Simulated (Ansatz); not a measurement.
# HCl with SO₂: superposition error and deformation, part 1 of 3

Aim: split the binding of a pair into the counterpoise interaction, the basis-set superposition error and the cost of deforming the fragments.

Program: Ansatz 0.2.0, Gaussian basis. Level of theory: PBE0-D4 structures, single points in def2-TZVPPD. These are calculated values, not measurements.

Levels: PBE-D4, revPBE-D4, BLYP-D4, r2SCAN-D4, B97M-V, PBE0-D4, B3LYP-D4, HSE06-D4, wB97X-V, wB97M-V, B2PLYP, Hartree-Fock, MP2, CCSD, CCSD(T).

Cores are frozen in the correlated methods. B3LYP uses VWN-RPA correlation. B2PLYP carries no dispersion term here.

129 further runs of the same task are left out: 129 set aside as unsound or not needed. Runs told in other sessions of the task aren't counted.

## 1. The system as given

The relaxed pair: 5 atoms, charge 0, spin multiplicity 1.

Atoms are counted from 1 here; the program's logs count them from 0.

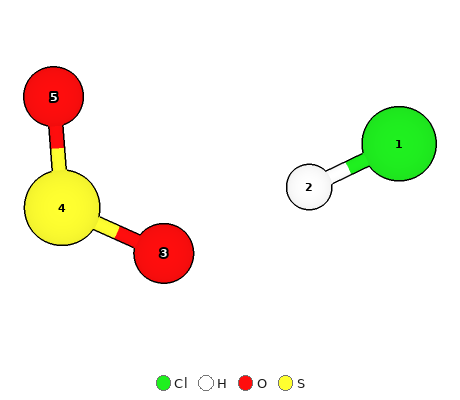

Start geometry, drawn with chlorine green, hydrogen white, oxygen red, sulfur yellow; atoms are numbered from 1 in the order of the file.

As a file:

```
Cl    0.2623    0.0802   -2.6224
H    -0.1134   -0.2053   -1.4261
O    -0.6928   -0.6295    0.5041
S    -0.2460   -0.1144    1.7677
O     0.7898    0.8690    1.7768
```

Atoms 1 to 2 are fragment A (HCl), the rest fragment B (SO₂). From earlier runs, pair energy (eV) and counterpoise interaction (kJ/mol):

| method | E(pair) | interaction |
| --- | --- | --- |
| PBE-D4 | -27457.39165 | -12.78 |
| revPBE-D4 | -27465.88638 | -10.74 |
| BLYP-D4 | -27470.86761 | -11.79 |
| r2SCAN-D4 | -27467.43953 | -11.64 |
| B97M-V | -27463.51582 | -11.97 |
| PBE0-D4 | -27458.66814 | -12.51 |
| B3LYP-D4 | -27471.83916 | -12.47 |
| HSE06-D4 | -27458.08971 | -12.51 |
| wB97X-V | -27465.78957 | -11.15 |
| wB97M-V | -27468.64820 | -11.05 |
| B2PLYP | -27461.57589 | -9.31 |
| Hartree-Fock | -27412.95207 | -5.34 |
| MP2 | -27436.54224 | -10.89 |
| CCSD(T) | -27438.06133 | -9.98 |

First each fragment is run alone in its own basis, frozen in the shape it has in the pair (a, b).

## 2. PBE-D4/def2-TZVPPD

Input file a/in.yaml:

```yaml
crystal:
  periodic: [false, false, false]
  atoms:
    - {symbol: Cl, position_ang: [0.262349, 0.080209, -2.622404]}
    - {symbol: H, position_ang: [-0.113396, -0.205327, -1.426141]}
basis:
  gaussian: {orbitals: "def2-TZVPPD.json"}
hamiltonian: {xc: pbe, dispersion: d4}
```

Input file b/in.yaml:

```yaml
crystal:
  periodic: [false, false, false]
  atoms:
    - {symbol: O, position_ang: [-0.692794, -0.629544, 0.504112]}
    - {symbol: S, position_ang: [-0.246000, -0.114383, 1.767696]}
    - {symbol: O, position_ang: [0.789840, 0.869045, 1.776837]}
basis:
  gaussian: {orbitals: "def2-TZVPPD.json"}
hamiltonian: {xc: pbe, dispersion: d4}
```

The basis file named in the input lies beside it (Basis Set Exchange, JSON).

Each run has its own folder and the same command.

Started as:

```bash
$ ansatz run in.yaml --threads 4 --pin off --events-out ev --progress --plain --max-ram 9574MiB
```

a printed:

```text
Functional definition: PBE
  name "PBE"
  cite "Perdew, Burke & Ernzerhof, Phys. Rev. Lett. 77, 3865 (1996) doi:10.1103/PhysRevLett.77.3865"
  parent pbe
  parameter kappa = 0.804
  parameter beta = 0.06672455060314922
  exchange = pbe_x(kappa = kappa, mu = beta*pi^2/3)
  correlation = pbe_c(beta = beta)
383 factors; their error is unknown
mean field evaluation 1: about -12534.0161 eV, gradient 1.2e1 eV
mean field evaluation 2: about -12533.9643 eV, gradient 1.4e1 eV
mean field evaluation 4: about -12534.3637 eV, gradient 5.2e-1 eV
mean field evaluation 8: about -12534.3572 eV, gradient 4.3e-3 eV
mean field -12534.35716373 eV, -460.6291296746 hartree, gradient 5.3e-5 eV, S^2 0.000000; 0 other end points of the search recorded, 0 dependent functions left out
reference -12534.35721249 eV, -460.6291314667 hartree; 9, 9 occupied and 59, 59 virtual orbitals, 383 factors
Total energy: -12534.36288051 eV, -460.6293397626 hartree
```

b printed, cut to the lines that bear on the results:

```text
[... 4 set-up lines as earlier in the session ...]
[...]
686 factors; their error is unknown
[...]
mean field -14922.84744735 eV, -548.4045286207 hartree, gradient 4.6e-5 eV, S^2 0.000000; 0 other end points of the search recorded, 0 dependent functions left out
reference -14922.84749268 eV, -548.4045302867 hartree; 16, 16 occupied and 115, 115 virtual orbitals, 686 factors
Total energy: -14922.89124246 eV, -548.4061380614 hartree
```

They took 0.2 s (a), 0.55 s (b) on 4 threads of Arm Neoverse V1, shared host.

## 3. r2SCAN-D4/def2-TZVPPD

Each input of step 2 (a, b) changes in the same lines:

```diff
-hamiltonian: {xc: pbe, dispersion: d4}
+hamiltonian: {xc: r2scan, dispersion: d4}
```

The same command starts each run, in its folder.

Started as:

```bash
$ ansatz run in.yaml --threads 4 --pin off --events-out ev --progress --plain --max-ram 9574MiB
```

Log of a, cut to the lines that bear on the results:

```text
Functional definition: r2SCAN
  name "r2SCAN"
  cite "Furness, Kaplan, Ning, Perdew & Sun, J. Phys. Chem. Lett. 11, 8208 (2020) doi:10.1021/acs.jpclett.0c02405"
  cite "Furness, Kaplan, Ning, Perdew & Sun, J. Phys. Chem. Lett. 11, 9248 (2020) doi:10.1021/acs.jpclett.0c03077"
  parent r2scan
[...]
383 factors; their error is unknown
[...]
mean field -12538.65010517 eV, -460.7868923626 hartree, gradient 4.6e-6 eV, S^2 0.000000; 0 other end points of the search recorded, 0 dependent functions left out
reference -12538.65012215 eV, -460.7868929868 hartree; 9, 9 occupied and 59, 59 virtual orbitals, 383 factors
Total energy: -12538.65138969 eV, -460.7869395678 hartree
```

b printed, cut to the lines that bear on the results:

```text
[... 5 set-up lines as earlier in the session ...]
[...]
686 factors; their error is unknown
[...]
mean field -14928.65430878 eV, -548.6179268425 hartree, gradient 2.4e-5 eV, S^2 0.000000; 0 other end points of the search recorded, 0 dependent functions left out
reference -14928.65432486 eV, -548.6179274333 hartree; 16, 16 occupied and 115, 115 virtual orbitals, 686 factors
Total energy: -14928.66379034 eV, -548.6182752831 hartree
```

They took 0.55 s (a), 1.1 s (b) on 4 threads of Arm Neoverse V1, shared host.

## 4. PBE0-D4/def2-TZVPPD

The same edit goes into each in.yaml of step 3 (a, b):

```diff
-hamiltonian: {xc: r2scan, dispersion: d4}
+hamiltonian: {xc: pbe0, dispersion: d4}
+output: {orbitals: {seedname: orbitals}}
```

Each run has its own folder and the same command.

Started as:

```bash
$ ansatz run in.yaml --threads 4 --pin off --events-out ev --progress --plain --max-ram 9574MiB
```

Log of a, cut to the lines that bear on the results:

```text
Functional definition: PBE0
  name "PBE0"
  cite "Adamo & Barone, J. Chem. Phys. 110, 6158 (1999) doi:10.1063/1.478522"
[... 2 set-up lines as earlier in the session ...]
[...]
393 factors; their error is unknown
[...]
mean field -12535.37854636 eV, -460.6666647941 hartree, gradient 1.8e-5 eV, S^2 0.000000; 0 other end points of the search recorded, 0 dependent functions left out
reference -12535.37858178 eV, -460.6666660958 hartree; 9, 9 occupied and 59, 59 virtual orbitals, 393 factors
Total energy: -12535.38316531 eV, -460.6668345371 hartree
```

Log of b, cut to the lines that bear on the results:

```text
[... 5 set-up lines as earlier in the session ...]
[...]
724 factors; their error is unknown
[...]
mean field -14923.11533952 eV, -548.4143734765 hartree, gradient 6.3e-5 eV, S^2 0.000000; 0 other end points of the search recorded, 0 dependent functions left out
reference -14923.11537362 eV, -548.4143747297 hartree; 16, 16 occupied and 115, 115 virtual orbitals, 724 factors
Total energy: -14923.15117514 eV, -548.4156904111 hartree
```

Wall times: 0.2 s (a), 0.65 s (b) on 4 threads of Arm Neoverse V1, shared host.

Fields of b:

Orbitals, density, ELF and potential are computed afterwards from the orbital file.

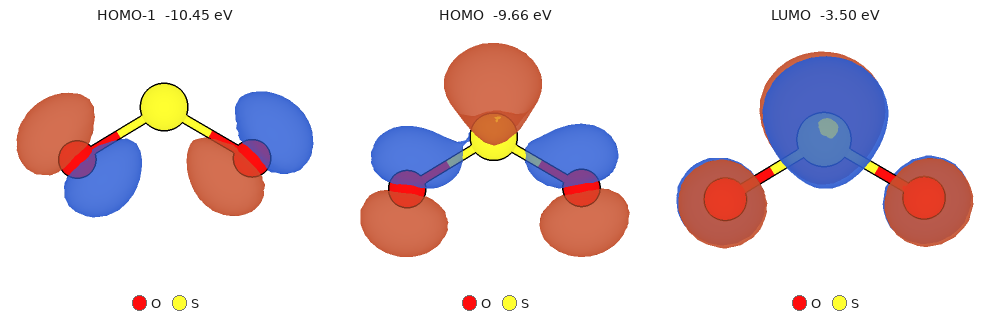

Frontier orbitals at PBE0-D4/def2-TZVPPD; each surface holds 70 % of the orbital's density, blue and red mark the sign.

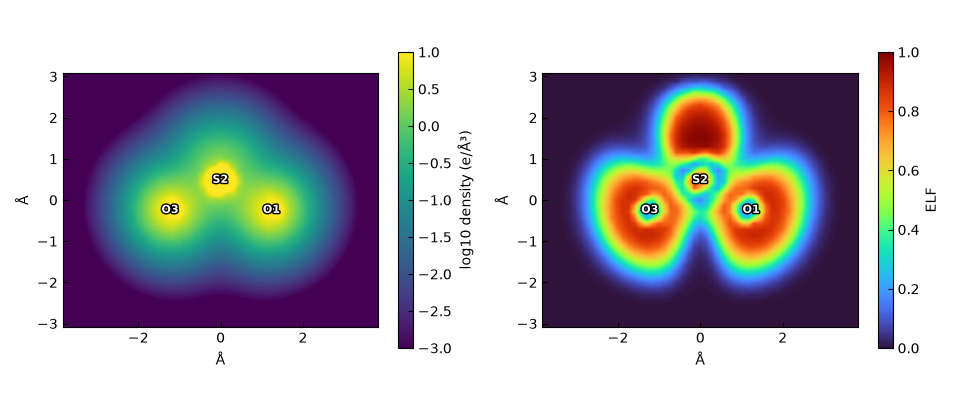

Density (left) and ELF (right) in a plane through or near 3 of the atoms.

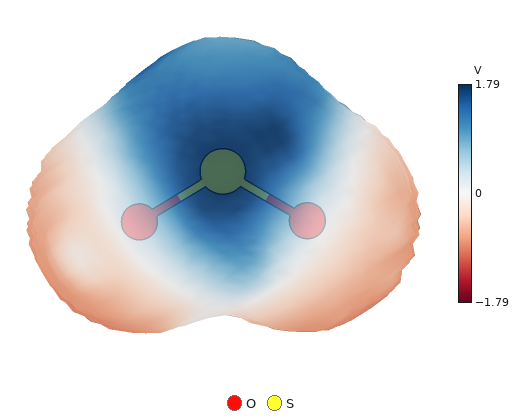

The potential that a unit positive charge feels on the 0.002 e/bohr³ surface, from -0.84 V near O1 to 1.79 V near S2.

## 5. B3LYP-D4/def2-TZVPPD

Each input of step 4 (a, b) changes in the same lines:

```diff
-hamiltonian: {xc: pbe0, dispersion: d4}
-output: {orbitals: {seedname: orbitals}}
+hamiltonian: {xc: {name: B3LYP}, dispersion: d4}
```

Each run has its own folder and the same command.

Started as:

```bash
$ ansatz run in.yaml --threads 4 --pin off --events-out ev --progress --plain --max-ram 9574MiB
```

Output in a, cut to the lines that bear on the results:

```text
Functional definition: B3LYP
  name "B3LYP"
  cite "Stephens, Devlin, Chabalowski & Frisch, J. Phys. Chem. 98, 11623 (1994) doi:10.1021/j100096a001"
  cite "Becke, Phys. Rev. A 38, 3098 (1988) doi:10.1103/PhysRevA.38.3098"
  cite "Lee, Yang & Parr, Phys. Rev. B 37, 785 (1988) doi:10.1103/PhysRevB.37.785"
  cite "Vosko, Wilk & Nusair, Can. J. Phys. 58, 1200 (1980) doi:10.1139/p80-159"
[...]
393 factors; their error is unknown
[...]
mean field -12540.03354885 eV, -460.8377329802 hartree, gradient 2.4e-5 eV, S^2 0.000000; 0 other end points of the search recorded, 0 dependent functions left out
reference -12540.03375148 eV, -460.8377404268 hartree; 9, 9 occupied and 59, 59 virtual orbitals, 393 factors
Total energy: -12540.04294928 eV, -460.8380784395 hartree
```

b printed, cut to the lines that bear on the results:

```text
[... 6 set-up lines as earlier in the session ...]
[...]
712 factors; their error is unknown
[...]
mean field -14931.59054615 eV, -548.7258315753 hartree, gradient 1.2e-5 eV, S^2 0.000000; 0 other end points of the search recorded, 0 dependent functions left out
reference -14931.59076832 eV, -548.7258397399 hartree; 16, 16 occupied and 115, 115 virtual orbitals, 712 factors
Total energy: -14931.66259683 eV, -548.7284793889 hartree
```

Times: 0.25 s (a), 0.8 s (b) on 4 threads of Arm Neoverse V1, shared host.

## 6. wB97X-V/def2-TZVPPD

The same edit goes into each in.yaml of step 5 (a, b):

```diff
-hamiltonian: {xc: {name: B3LYP}, dispersion: d4}
+hamiltonian: {xc: {name: wB97X-V}}
```

The same command starts each run, in its folder.

Started as:

```bash
$ ansatz run in.yaml --threads 4 --pin off --events-out ev --progress --plain --max-ram 9574MiB
```

Log of a, cut to the lines that bear on the results:

```text
Functional definition: wB97X-V
  name "wB97X-V"
  cite "Mardirossian & Head-Gordon, Phys. Chem. Chem. Phys. 16, 9904 (2014) doi:10.1039/C3CP54374A"
  cite "Becke, J. Chem. Phys. 107, 8554 (1997) doi:10.1063/1.475007"
  cite "Vydrov & Van Voorhis, J. Chem. Phys. 133, 244103 (2010) doi:10.1063/1.3521275"
[...]
      + integral(e_c_pw_opposite_spin*poly(b97_u_opposite, cos0, cos1)) + vv10(b, c)
386 factors; their error is unknown
86 factors; integrals over basis functions are off by at most 5.7e-5 eV
[...]
mean field -12537.64756216 eV, -460.7500495866 hartree, gradient 1.8e-5 eV, S^2 0.000000; 0 other end points of the search recorded, 0 dependent functions left out
reference -12537.64755988 eV, -460.7500495027 hartree; 9, 9 occupied and 59, 59 virtual orbitals, 386 factors
Total energy: -12537.64755988 eV, -460.7500495027 hartree
```

Output in b, cut to the lines that bear on the results:

```text
[... 5 set-up lines as earlier in the session ...]
[...]
      + integral(e_c_pw_opposite_spin*poly(b97_u_opposite, cos0, cos1)) + vv10(b, c)
707 factors; their error is unknown
163 factors; integrals over basis functions are off by at most 3.9e-5 eV
[...]
mean field -14928.02240516 eV, -548.5947048127 hartree, gradient 2.8e-5 eV, S^2 0.000000; 0 other end points of the search recorded, 0 dependent functions left out
reference -14928.02240295 eV, -548.5947047312 hartree; 16, 16 occupied and 115, 115 virtual orbitals, 707 factors
Total energy: -14928.02240295 eV, -548.5947047312 hartree
```

They took 0.55 s (a), 1.8 s (b) on 4 threads of Arm Neoverse V1, shared host.

## 7. wB97M-V/def2-TZVPPD

Each input of step 6 (a, b) changes in the same lines:

```diff
-hamiltonian: {xc: {name: wB97X-V}}
+hamiltonian: {xc: {name: wB97M-V}}
```

The same command starts each run, in its folder.

Started as:

```bash
$ ansatz run in.yaml --threads 4 --pin off --events-out ev --progress --plain --max-ram 9574MiB
```

Log of a, cut to the lines that bear on the results:

```text
Functional definition: wB97M-V
  name "wB97M-V"
  cite "Mardirossian & Head-Gordon, J. Chem. Phys. 144, 214110 (2016) doi:10.1063/1.4952647"
[... 2 set-up lines as earlier in the session ...]
  # Of w^i u^j: cxij and so on, Table III.
[...]
  gx(w, u) = 1 - cx + cx01*u + cx10*w
[...]
      + integral(e_c_pw_mod_opposite_spin*gos(b97_w_opposite, b97_u_opposite)) + vv10(b, c)
386 factors; their error is unknown
86 factors; integrals over basis functions are off by at most 5.7e-5 eV
[...]
mean field -12538.77934370 eV, -460.7916417911 hartree, gradient 1.8e-5 eV, S^2 0.000000; 0 other end points of the search recorded, 0 dependent functions left out
reference -12538.77940225 eV, -460.7916439428 hartree; 9, 9 occupied and 59, 59 virtual orbitals, 386 factors
Total energy: -12538.77940225 eV, -460.7916439428 hartree
```

Output in b, cut to the lines that bear on the results:

```text
[... 5 set-up lines as earlier in the session ...]
  # Of w^i u^j: cxij and so on, Table III.
[...]
  gx(w, u) = 1 - cx + cx01*u + cx10*w
[...]
      + integral(e_c_pw_mod_opposite_spin*gos(b97_w_opposite, b97_u_opposite)) + vv10(b, c)
686 factors; their error is unknown
163 factors; integrals over basis functions are off by at most 3.9e-5 eV
[...]
mean field -14929.75109320 eV, -548.6582329265 hartree, gradient 4.0e-5 eV, S^2 0.000000; 0 other end points of the search recorded, 0 dependent functions left out
reference -14929.75114963 eV, -548.6582350001 hartree; 16, 16 occupied and 115, 115 virtual orbitals, 686 factors
Total energy: -14929.75114963 eV, -548.6582350001 hartree
```

They took 0.6 s (a), 2 s (b) on 4 threads of Arm Neoverse V1, shared host.

## 8. B2PLYP/def2-TZVPPD

The same edit goes into each in.yaml of step 7 (a, b):

```diff
-hamiltonian: {xc: {name: wB97M-V}}
+hamiltonian: {xc: {name: B2PLYP}}
```

The same command starts each run, in its folder.

Started as:

```bash
$ ansatz run in.yaml --threads 4 --pin off --events-out ev --progress --plain --max-ram 9574MiB
```

Output in a, cut to the lines that bear on the results:

```text
Functional definition: B2PLYP
  name "B2PLYP"
  cite "Grimme, J. Chem. Phys. 124, 034108 (2006) doi:10.1063/1.2148954"
[... 2 set-up lines as earlier in the session ...]
[...]
386 factors; integrals over basis functions are off by at most 1.1e-3 eV
[...]
mean field -12534.16689576 eV, -460.6221374556 hartree, gradient 1.1e-6 eV, S^2 0.000000; 0 other end points of the search recorded, 0 dependent functions left out
5 core orbitals not correlated: weight in the atoms' cores, before any rotation towards them, 1.000 or more for the frozen orbitals, at most 0.000 for the correlated occupied ones
reference -12534.16702009 eV, -460.6221420246 hartree; 4, 4 occupied and 59, 59 virtual orbitals, 386 factors
second order -6.75237466 eV of doubles, -0.00000000 eV of singles
Total energy: -12535.99016124 eV, -460.6891412264 hartree
```

Output in b, cut to the lines that bear on the results:

```text
[... 5 set-up lines as earlier in the session ...]
[...]
803 factors; integrals over basis functions are off by at most 1.3e-3 eV
[...]
mean field -14919.45408206 eV, -548.2798247464 hartree, gradient 4.1e-6 eV, S^2 0.000000; 0 other end points of the search recorded, 0 dependent functions left out
7 core orbitals not correlated: weight in the atoms' cores, before any rotation towards them, 1.000 or more for the frozen orbitals, at most 0.000 for the correlated occupied ones
reference -14919.45422111 eV, -548.2798298567 hartree; 9, 9 occupied and 115, 115 virtual orbitals, 803 factors
second order -22.31436027 eV of doubles, -0.00000000 eV of singles
Total energy: -14925.47909839 eV, -548.5012400127 hartree
```

They took 0.3 s (a), 1.3 s (b) on 4 threads of Arm Neoverse V1, shared host.

## 9. BLYP-D4/def2-TZVPPD

Each input of step 8 (a, b) changes in the same lines:

```diff
-hamiltonian: {xc: {name: B2PLYP}}
+hamiltonian: {xc: {name: BLYP}, dispersion: d4}
```

Each run has its own folder and the same command.

Started as:

```bash
$ ansatz run in.yaml --threads 4 --pin off --events-out ev --progress --plain --max-ram 9574MiB
```

Output in a, cut to the lines that bear on the results:

```text
Functional definition: BLYP
  name "BLYP"
[... 2 set-up lines as earlier in the session ...]
[...]
383 factors; their error is unknown
[...]
mean field -12539.44283019 eV, -460.8160244699 hartree, gradient 6.1e-5 eV, S^2 0.000000; 0 other end points of the search recorded, 0 dependent functions left out
reference -12539.44309683 eV, -460.8160342689 hartree; 9, 9 occupied and 59, 59 virtual orbitals, 383 factors
Total energy: -12539.45660224 eV, -460.8165305833 hartree
```

b printed, cut to the lines that bear on the results:

```text
[... 4 set-up lines as earlier in the session ...]
[...]
686 factors; their error is unknown
[...]
mean field -14931.18149948 eV, -548.7107993875 hartree, gradient 9.2e-6 eV, S^2 0.000000; 0 other end points of the search recorded, 0 dependent functions left out
reference -14931.18179322 eV, -548.7108101822 hartree; 16, 16 occupied and 115, 115 virtual orbitals, 686 factors
Total energy: -14931.28362248 eV, -548.7145523387 hartree
```

Wall times: 0.2 s (a), 0.65 s (b) on 4 threads of Arm Neoverse V1, shared host.

## 10. revPBE-D4/def2-TZVPPD

The same edit goes into each in.yaml of step 9 (a, b):

```diff
-hamiltonian: {xc: {name: BLYP}, dispersion: d4}
+hamiltonian: {xc: {name: revPBE}, dispersion: d4}
```

One command serves all of them, each in its own folder.

Started as:

```bash
$ ansatz run in.yaml --threads 4 --pin off --events-out ev --progress --plain --max-ram 9574MiB
```

Log of a, cut to the lines that bear on the results:

```text
Functional definition: revPBE
  name "revPBE"
  cite "Zhang & Yang, Phys. Rev. Lett. 80, 890 (1998) doi:10.1103/PhysRevLett.80.890"
[... 1 set-up line as earlier in the session ...]
[...]
383 factors; their error is unknown
[...]
mean field -12537.31080602 eV, -460.7376740269 hartree, gradient 5.6e-5 eV, S^2 0.000000; 0 other end points of the search recorded, 0 dependent functions left out
reference -12537.31086678 eV, -460.7376762597 hartree; 9, 9 occupied and 59, 59 virtual orbitals, 383 factors
Total energy: -12537.33409030 eV, -460.7385297082 hartree
```

b printed, cut to the lines that bear on the results:

```text
[... 4 set-up lines as earlier in the session ...]
[...]
686 factors; their error is unknown
[...]
mean field -14928.28251577 eV, -548.6042637013 hartree, gradient 5.0e-5 eV, S^2 0.000000; 0 other end points of the search recorded, 0 dependent functions left out
reference -14928.28257187 eV, -548.6042657628 hartree; 16, 16 occupied and 115, 115 virtual orbitals, 686 factors
Total energy: -14928.43589736 eV, -548.6099003705 hartree
```

Times: 0.2 s (a), 0.6 s (b) on 4 threads of Arm Neoverse V1, shared host.

## 11. B97M-V/def2-TZVPPD

Each input of step 10 (a, b) changes in the same lines:

```diff
-hamiltonian: {xc: {name: revPBE}, dispersion: d4}
+hamiltonian: {xc: {name: B97M-V}}
```

Each run has its own folder and the same command.

Started as:

```bash
$ ansatz run in.yaml --threads 4 --pin off --events-out ev --progress --plain --max-ram 9574MiB
```

Output in a, cut to the lines that bear on the results:

```text
Functional definition: B97M-V
  name "B97M-V"
  cite "Mardirossian & Head-Gordon, J. Chem. Phys. 142, 074111 (2015) doi:10.1063/1.4907719"
[... 2 set-up lines as earlier in the session ...]
  # Of w^i u^j: cxij and so on, Table III.
[...]
  gx(w, u) = cx00 + cx01*u + cx02*u^2 + (cx10 + cx11*u)*w
[...]
  gos(w, u) = cos00 + cos01*u + cos03*u^3 + cos10*w + cos32*w^3*u^2
[...]
      + integral(e_c_pw_mod_opposite_spin*gos(b97_w_opposite, b97_u_opposite)) + vv10(b, c)
383 factors; their error is unknown
[...]
mean field -12536.26191916 eV, -460.6991281457 hartree, gradient 4.0e-5 eV, S^2 0.000000; 0 other end points of the search recorded, 0 dependent functions left out
reference -12536.26199025 eV, -460.6991307582 hartree; 9, 9 occupied and 59, 59 virtual orbitals, 383 factors
Total energy: -12536.26199025 eV, -460.6991307582 hartree
```

b printed, cut to the lines that bear on the results:

```text
[... 5 set-up lines as earlier in the session ...]
  # Of w^i u^j: cxij and so on, Table III.
[...]
  gx(w, u) = cx00 + cx01*u + cx02*u^2 + (cx10 + cx11*u)*w
[...]
  gos(w, u) = cos00 + cos01*u + cos03*u^3 + cos10*w + cos32*w^3*u^2
[...]
      + integral(e_c_pw_mod_opposite_spin*gos(b97_w_opposite, b97_u_opposite)) + vv10(b, c)
686 factors; their error is unknown
[...]
mean field -14927.12583194 eV, -548.5617563545 hartree, gradient 3.0e-5 eV, S^2 0.000000; 0 other end points of the search recorded, 0 dependent functions left out
reference -14927.12589656 eV, -548.5617587292 hartree; 16, 16 occupied and 115, 115 virtual orbitals, 686 factors
Total energy: -14927.12589656 eV, -548.5617587292 hartree
```

They took 0.55 s (a), 1.9 s (b) on 4 threads of Arm Neoverse V1, shared host.

(Continued in part 2 of 3.)
